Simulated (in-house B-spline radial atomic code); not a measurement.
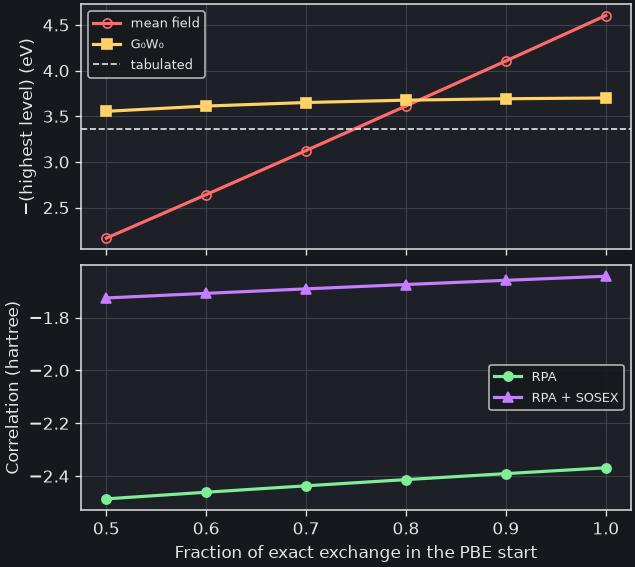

G₀W₀ and RPA for Br⁻ ([Ar] 3d¹⁰ 4s² 4p⁶) as exact exchange is mixed into the PBE start. All-electron spherical atom, scalar X2C, no spin-orbit coupling, Breit or QED terms; computed with a B-spline radial code.

Q: How do the results depend on the fraction of exact exchange?

A: The mean-field binding energy of 4p runs from 2.17 eV at fraction 0.5 to 4.60 eV at 1, the G₀W₀ value only from 3.55 to 3.70 eV. The correction vanishes near a fraction of 0.81. The tabulated removal energy is 3.36 eV. The RPA correlation energy goes from −2.486 to −2.369 hartree, and with SOSEX from −1.725 to −1.643.

Caveat: anion configuration assumed; spin-orbit splitting, Breit and QED terms, absent here, matter against the tabulated value.
